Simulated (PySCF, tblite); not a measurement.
**C5H7OS radical: geometry, infrared bands and EPR parameters**

What infrared bands and EPR parameters should C5H7OS radical (`CC(=S)[C@@H](C)[C]=O`) show?

Programs: tblite 0.8.0 and PySCF 2.14.0, with density-fitted response routines of our own. Each step states its level of theory. These are calculated values for one molecule in the gas phase, unless marked as measured. Atoms are numbered from 0 throughout.

## (1) The molecule as given

14 atoms, charge 0, multiplicity 2; geometry from: force field or distance geometry start.

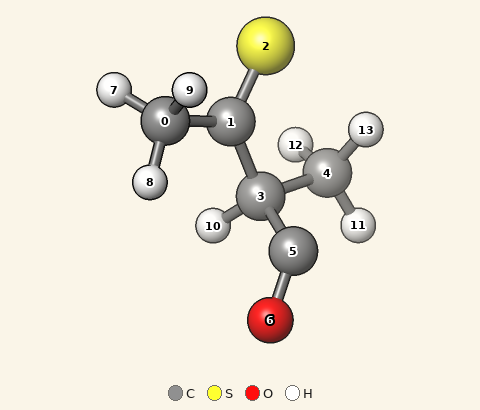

The starting geometry (carbon grey, sulfur yellow, oxygen red, hydrogen white), atoms numbered.

## (2) Relaxing the molecule with GFN2-xTB

The job: settings as JSON, then the geometry in Å.

```
{"job": {"kind": "relax", "xc": "GFN2-xTB", "basis": "xTB"}, "charge": 0, "multiplicity": 2}
C      2.047900    -0.050000     0.391400
C      0.627100    -0.529900     0.480100
S      0.398900    -1.832500     1.052600
C     -0.527800     0.281600     0.019400
C     -1.797100    -0.531400     0.286800
C     -0.584800     1.566300     0.780800
O     -0.612200     2.657000     0.224900
H      2.557700    -0.704600    -0.330200
H      2.095400     1.019200     0.094800
H      2.472300    -0.104100     1.417700
H     -0.466600     0.468400    -1.059600
H     -2.705500     0.054000     0.102200
H     -1.783600    -1.334900    -0.486900
H     -1.722500    -0.959500     1.283800
```

Launch:

```sh
$ OMP_NUM_THREADS=1 python probes_run.py task.json out
```

The driver reads the jobs from task.json and runs them one after another.

Standard output:

```text
step      E/eV     max force
  0    -582.77085   13.640
  1    -583.36891    6.270
  2    -583.76431    4.254
  3    -584.02527    2.590
  4    -584.11615    0.612
  5    -584.15936    0.522
  6    -584.21753    0.346
  7    -584.22719    0.302
  8    -584.24248    0.301
  9    -584.25919    0.428
 10    -584.27445    0.310
 11    -584.28272    0.207
 12    -584.28922    0.181
 13    -584.29636    0.327
 14    -584.30422    0.334
 15    -584.31121    0.223
 16    -584.31649    0.205
 17    -584.32137    0.179
 18    -584.32665    0.227
 19    -584.33158    0.174
 20    -584.33597    0.171
 21    -584.34066    0.175
 22    -584.34654    0.209
 23    -584.35337    0.262
 24    -584.36007    0.296
 25    -584.36692    0.345
 26    -584.37658    0.330
 27    -584.38249    1.344
 28    -584.40663    0.508
 29    -584.42490    0.393
 30    -584.44898    0.682
 31    -584.45506    0.592
 32    -584.46945    0.241
 33    -584.48829    0.728
 34    -584.49855    0.536
 35    -584.50542    0.349
 36    -584.51133    0.256
 37    -584.52030    0.252
 38    -584.52765    0.222
 39    -584.53239    0.242
 40    -584.53481    0.423
 41    -584.53819    0.264
 42    -584.54190    0.183
 43    -584.55046    0.395
 44    -584.55277    0.337
 45    -584.55760    0.238
 46    -584.56034    0.132
 47    -584.56357    0.240
 48    -584.56736    0.379
 49    -584.57055    0.181
 50    -584.57421    0.128
 51    -584.57619    0.114
 52    -584.57822    0.098
 53    -584.57972    0.090
 54    -584.58096    0.147
 55    -584.58207    0.175
 56    -584.58329    0.097
 57    -584.58479    0.074
 58    -584.58628    0.095
 59    -584.58750    0.097
 60    -584.58895    0.123
 61    -584.59011    0.098
 62    -584.59132    0.292
 63    -584.59284    0.131
 64    -584.59532    0.165
 65    -584.59943    0.160
 66    -584.60156    0.172
 67    -584.60366    0.129
 68    -584.60517    0.108
 69    -584.60627    0.112
 70    -584.60686    0.078
 71    -584.60719    0.086
 72    -584.60743    0.068
 73    -584.60771    0.075
 74    -584.60809    0.060
 75    -584.60844    0.056
 76    -584.60874    0.032
 77    -584.60894    0.028
 78    -584.60907    0.027
 79    -584.60916    0.025
 80    -584.60926    0.028
 81    -584.60937    0.038
 82    -584.60951    0.042
 83    -584.60966    0.038
 84    -584.60984    0.056
 85    -584.61006    0.046
 86    -584.61030    0.083
 87    -584.61060    0.068
 88    -584.61099    0.073
 89    -584.61164    0.080
 90    -584.61275    0.106
 91    -584.61420    0.170
 92    -584.61603    0.179
 93    -584.61791    0.184
 94    -584.61920    0.122
 95    -584.61789    0.274
 96    -584.62121    0.088
 97    -584.62205    0.066
 98    -584.62318    0.133
 99    -584.62383    0.203
100    -584.62450    0.162
101    -584.62593    0.180
102    -584.62684    0.063
103    -584.62737    0.038
104    -584.62763    0.041
105    -584.62785    0.038
106    -584.62822    0.060
107    -584.62885    0.067
108    -584.62934    0.077
109    -584.62980    0.060
110    -584.63034    0.074
111    -584.63114    0.078
112    -584.63188    0.086
113    -584.63286    0.078
114    -584.63388    0.127
115    -584.63465    0.139
116    -584.63552    0.160
117    -584.63708    0.119
118    -584.63881    0.097
119    -584.64014    0.119
120    -584.64165    0.114
121    -584.64308    0.080
122    -584.64420    0.087
123    -584.64353    0.200
124    -584.64517    0.050
125    -584.64519    0.128
126    -584.64567    0.051
127    -584.64593    0.033
128    -584.64625    0.038
129    -584.64649    0.047
130    -584.64675    0.048
131    -584.64701    0.064
132    -584.64727    0.062
133    -584.64745    0.047
134    -584.64759    0.032
135    -584.64769    0.027
136    -584.64773    0.018
137    -584.64775    0.013
138    -584.64777    0.009
```

Run time: 0.72 s. Hardware: 1 thread of Arm Neoverse V2, shared host.

The steps of the relaxation: (not every step is listed)

```
step  energy from step 0 (eV)  largest force (eV/Å)
   0                   0.0000               13.6399
   1                  -0.5981                6.2703
   2                  -0.9935                4.2544
   3                  -1.2544                2.5898
   4                  -1.3453                0.6120
   5                  -1.3885                0.5225
   6                  -1.4467                0.3460
   7                  -1.4563                0.3020
   8                  -1.4716                0.3008
  20                  -1.5651                0.1708
  32                  -1.6986                0.2413
  44                  -1.7819                0.3370
  56                  -1.8124                0.0972
  68                  -1.8343                0.1084
  80                  -1.8384                0.0281
  92                  -1.8452                0.1787
 104                  -1.8568                0.0410
 116                  -1.8647                0.1598
 128                  -1.8754                0.0382
 133                  -1.8766                0.0472
 134                  -1.8767                0.0319
 135                  -1.8768                0.0270
 136                  -1.8769                0.0178
 137                  -1.8769                0.0130
 138                  -1.8769                0.0093
```

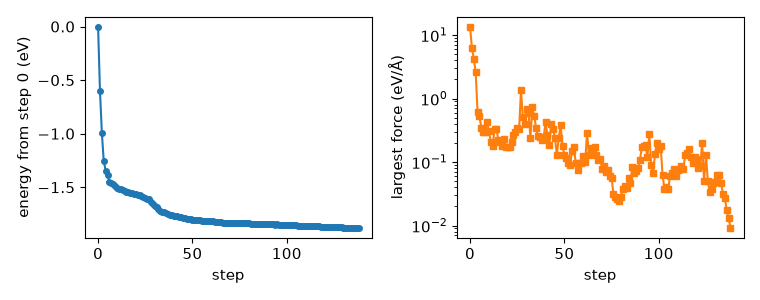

Energy and force, step by step.

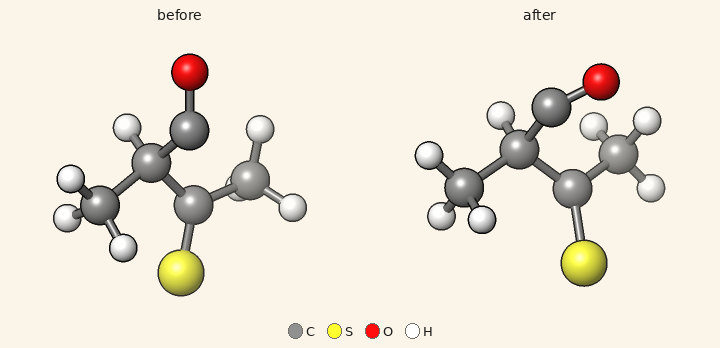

Before and after, at one scale.

Close pairs (by a distance rule), those that changed most:

```
  bond  before (Å)  after (Å)  change (Å)
 C1–S2       1.441      1.640      +0.199
 C5–O6       1.225      1.175      -0.050
C4–H12       1.116      1.086      -0.029
 C0–H9       1.112      1.086      -0.026
 C1–C3       1.485      1.500      +0.015
 C3–C5       1.494      1.480      -0.015
 C0–H8       1.111      1.096      -0.015
 C0–C1       1.502      1.488      -0.014
```

The final coordinates are the input of the step that follows.

## (3) Harmonic vibrations with GFN2-xTB

The job: settings as JSON, then the geometry in Å.

```
{"job": {"kind": "ir", "xc": "GFN2-xTB", "basis": "xTB"}, "charge": 0, "multiplicity": 2}
C      1.957923     0.077974     0.271145
C      0.625288    -0.454429     0.664165
S      0.434198    -1.487724     1.922933
C     -0.563595     0.139905    -0.030682
C     -1.867317    -0.637135     0.120353
C     -0.651736     1.519301     0.497239
O      0.062811     2.361658     0.897449
H      2.087754     0.075018    -0.811244
H      2.056216     1.114400     0.613024
H      2.747027    -0.507503     0.734407
H     -0.343864     0.295101    -1.096572
H     -2.678181    -0.115453    -0.380137
H     -1.754270    -1.625686    -0.315962
H     -2.112932    -0.755900     1.171740
```

Standard output:

```text
mode    cm-1     km/mol
  1      61.5      3.72
  2     130.4      0.70
  3     156.6      0.79
  4     179.2      0.58
  5     200.4      0.86
  6     232.0      2.90
  7     323.5      2.95
  8     351.6      5.54
  9     432.0     13.91
 10     466.3     53.18
 11     525.8      4.47
 12     710.0      5.00
 13     796.3     43.33
 14     926.0     22.34
 15     992.5      2.71
 16    1000.5      4.09
 17    1044.8     33.41
 18    1107.6      4.19
 19    1125.6      6.24
 20    1164.5     15.01
 21    1235.3     50.48
 22    1266.3     31.55
 23    1394.8     17.47
 24    1403.4     13.60
 25    1461.7      3.10
 26    1463.2      8.36
 27    1472.1      7.88
 28    1485.5      4.30
 29    1916.5   1044.67
 30    2876.1      3.44
 31    2926.9      2.02
 32    2997.6     17.68
 33    3052.5     17.68
 34    3057.9      8.45
 35    3058.5      7.78
 36    3063.4      7.36
```

Run time: 0.35 s. Hardware: 1 thread of Arm Neoverse V2, shared host.

The strongest bands and the atoms that carry them (share of the mass-weighted mode):

```
cm⁻¹  km/mol                                atoms
 466    53.2            C5 38 %, C1 21 %, C4 13 %
 796    43.3  C3 37 %, C5 22 %, O6 13 %, H12 13 %
 926    22.3            C1 22 %, H9 17 %, H7 11 %
1045    33.4         H10 41 %, H11 14 %, H12 10 %
1235    50.5           C1 44 %, C3 18 %, H10 11 %
1266    31.6           C1 31 %, H10 29 %, C3 23 %
1916  1044.7                     C5 60 %, O6 39 %
2998    17.7                              H7 92 %
```

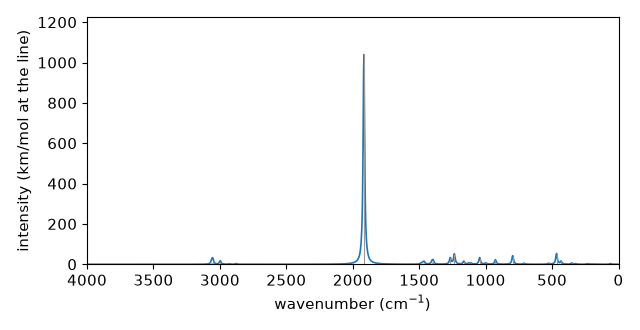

The infrared spectrum from these modes, unscaled. Lines are broadened to a width of 14 cm⁻¹ (Lorentzian).

## (4) EPR parameters: B3LYP/pcH-1

Settings changed since step 3:

```diff
@@ -1,2 +1,2 @@
-{"job": {"kind": "ir", "xc": "GFN2-xTB", "basis": "xTB"}, "charge": 0, "multiplicity": 2}
+{"job": {"kind": "epr", "basis": "pcH-1"}, "charge": 0, "multiplicity": 2}
 C      1.957923     0.077974     0.271145
```

Level: UKS B3LYP, pcH-1 on C H O S, non-relativistic, mean-field spin-orbit, GIAO.

Standard output:

```text
UKS, coarse grid
  cycle   1  E = -667.94348076  |g| = 5.99e-01
  cycle   2  E = -667.12481895  |g| = 1.47e+00
  cycle   3  E = -668.09185837  |g| = 1.83e-01
  cycle   4  E = -668.10141709  |g| = 1.29e-01
  cycle   5  E = -668.11090224  |g| = 5.15e-02
  cycle   6  E = -668.11216498  |g| = 9.77e-03
  cycle   7  E = -668.11229891  |g| = 7.70e-03
  cycle   8  E = -668.11234662  |g| = 2.97e-03
  cycle   9  E = -668.11235418  |g| = 1.37e-03
  cycle  10  E = -668.11235655  |g| = 5.25e-04
UKS, final grid
  cycle   1  E = -668.11232658  |g| = 4.68e-04
  cycle   2  E = -668.11232682  |g| = 5.88e-04
  cycle   3  E = -668.11232705  |g| = 1.72e-04
  cycle   4  E = -668.11232715  |g| = 1.96e-04
  cycle   5  E = -668.11232722  |g| = 8.87e-05
  cycle   6  E = -668.11232722  |g| = 1.56e-05
E = -668.11232722 Eh   <S^2> = 0.7588 (exact 0.7500)
g shifts (ppm)      1          2          3
  rmc          -223       -223       -223
  gc             24         16        -38
  oz_so       -6281       2344      10993
  total       -6480       2138      10732
hyperfine (MHz)  atom isotope    a_iso     a_fc   dipolar eigenvalues
    0   13C       5.93       5.93     -0.81     -0.22      1.03
    1   13C      21.01      20.95    -11.36     -3.37     14.73
    2   33S       3.54       3.11    -17.36    -13.27     30.63
    3   13C      89.80      89.90    -10.61     -9.69     20.30
    4   13C      16.59      16.59     -1.50     -1.35      2.85
    5   13C     317.18     317.58    -46.95    -42.75     89.70
    6   17O     -41.00     -41.33    -90.41     41.29     49.12
    7    1H      -1.21      -1.21     -1.92     -1.10      3.02
    8    1H      -4.35      -4.36     -3.21     -1.91      5.13
    9    1H      -1.39      -1.40     -1.21     -0.70      1.90
   10    1H     -12.69     -12.67     -7.86     -3.42     11.29
   11    1H      -1.06      -1.06     -3.99     -2.22      6.21
   12    1H      -1.38      -1.37     -2.11     -1.17      3.28
   13    1H      -0.40      -0.39     -3.23     -1.78      5.01
```

Wall time 82 s (1 thread of Arm Neoverse V2, shared host); peak memory 0.95 GiB.

Principal g values 1.99584, 2.00446, 2.01305; g(iso) = 2.00445, against 2.00232 for a free electron.

Hyperfine couplings; where a row names several nuclei, a(iso) is their mean (it holds for fast rotation or exchange) and the dipolar term the largest among them:

```
       nuclei  isotope  a(iso) (MHz)  a(iso) (G, at g = 2.0023)  largest dipolar term (MHz)
           C5      13C         317.2                      113.2                        89.7
           C3      13C          89.8                       32.0                        20.3
           O6      17O         -41.0                      -14.6                       -90.4
           C1      13C          21.0                        7.5                        14.7
           C4      13C          16.6                        5.9                         2.8
          H10       1H         -12.7                       -4.5                        11.3
           C0      13C           5.9                        2.1                         1.0
           S2      33S           3.5                        1.3                        30.6
   H7, H8, H9       1H          -2.3                       -0.8                         5.1
H11, H12, H13       1H          -0.9                       -0.3                         6.2
```

Mulliken spin populations:

C0 0.00; C1 0.00; S2 0.15; C3 0.04; C4 0.01; C5 0.60; O6 0.19; H7 0.00; H8 0.01; H9 0.00; H10 0.00; H11 0.00; H12 0.00; H13 0.00

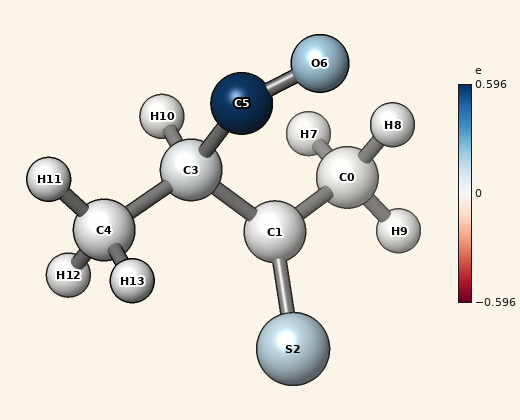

Mulliken spin populations, as colours on the atoms.

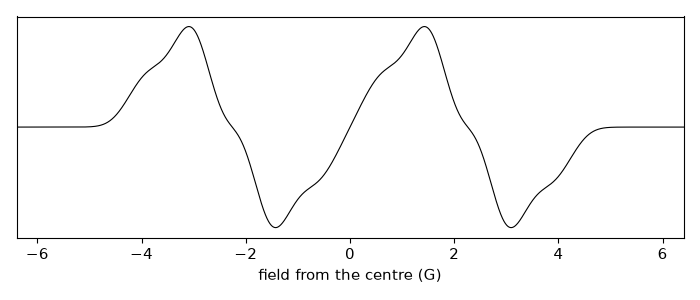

First-order isotropic spectrum (first derivative, main isotopes with spin only, couplings over 0.8 MHz, Gaussian width 0.3 G; couplings of the frozen geometry, rotation of groups not averaged beyond the rows shown).

Orbitals, density, ELF and potential are computed afterwards from the orbital file.

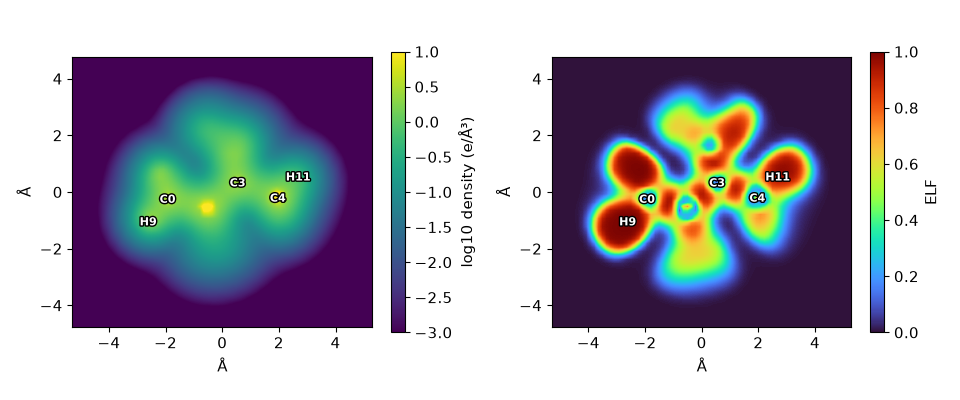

Density (left) and ELF (right) in a plane through or near 5 of the atoms.

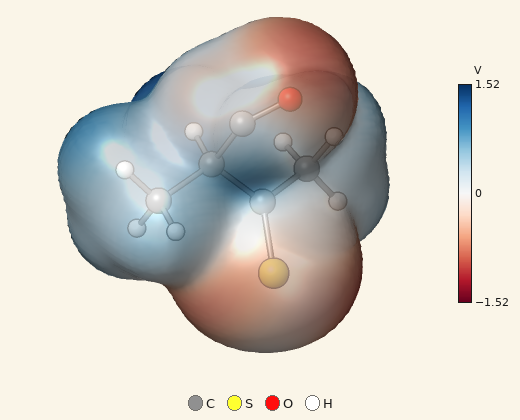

Electrostatic potential on the surface of density 0.002 e/bohr³; red is low, blue high. It runs from -0.98 V near S2 to 1.52 V near H10.

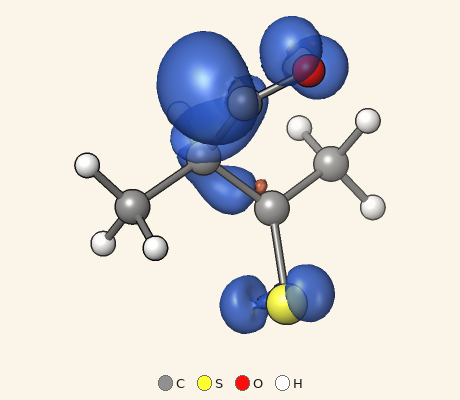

Spin density at ±0.04 e/Å³ (alpha excess blue, beta excess red).

## (5) Outcome

| quantity | value |
| --- | --- |
| strongest single infrared mode (GFN2-xTB) | 1916 cm⁻¹, 1045 km/mol |
| zero-point energy (GFN2-xTB) | 65.8 kcal/mol |
| g(iso) (B3LYP) | 2.00445 |
| ⟨S²⟩ | 0.759 (exact 0.75) |
| largest a(iso) (averaged by class) | 13C on C5, 317.2 MHz |
| surface potential, least and greatest | -0.98 V and 1.52 V |

What this shows: Over 138 steps the energy fell by 1.877 eV; of the close pairs, C1–S2 changed most, 1.441 to 1.640 Å. All 36 modes are real, so the xTB geometry is a minimum. The strongest single mode, at 1916 cm⁻¹, moves mainly C5 and O6. GFN2-xTB is a fitted tight-binding method: band positions and strengths are rough. Its intensities can rank the bands wrongly. C5 carries the largest spin population, 0.60 e. The isotropic g lies 2.1 ppt above the free-electron value.
